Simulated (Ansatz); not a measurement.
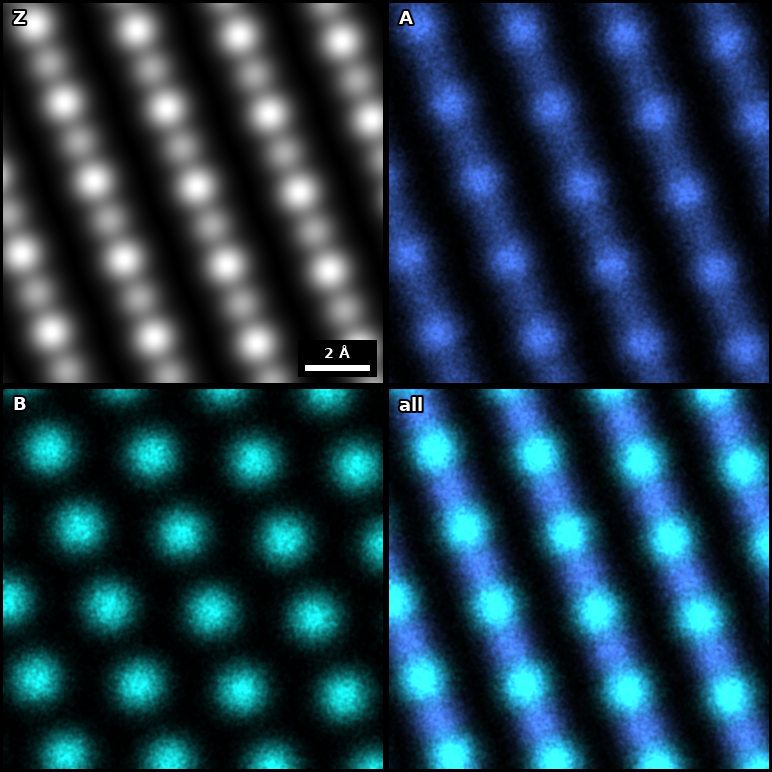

Sn$_{3}$F (Im-3m, No. 229) along [210]. Panel Z: Simulation: incoherent imaging, intensity Z^1.7 per atom, probe width 0.89 Å, thin sample. The probe carries 25 % of its weight in a tail 2.5 times as wide. The display is stretched by a gamma of 0.65; percentages refer to the linear signal. The other panels are simulated element maps (the number of atoms of one element along the beam, blurred by 1.2 Å, with counting noise; each on its own scale, no channelling); the last overlays them. Structure used: the geometry relaxed with DFT PBE, scalar-relativistic, plane waves, PAW in Ansatz 0.2.0; the starting structure was generated, so it need not be a known form of this composition.

Space group Im-3m (No. 229). a = 5.927 Å, b = 5.927 Å, c = 5.927 Å, α = 90.00°, β = 90.00°, γ = 90.00°
```
atom  site  symmetry       x       y       z
  Sn    6b    4/mm.m  0.5000  0.0000  0.0000
   F    2a      m-3m  0.0000  0.0000  0.0000
```

### Which element does each lettered map show?

A: Sn, B: F. The projected cell (2.65 × 3.25 Å, 114°) holds 2 columns: 1 of Sn and 1 of Sn + F. Columns shared by several elements: Sn + F.
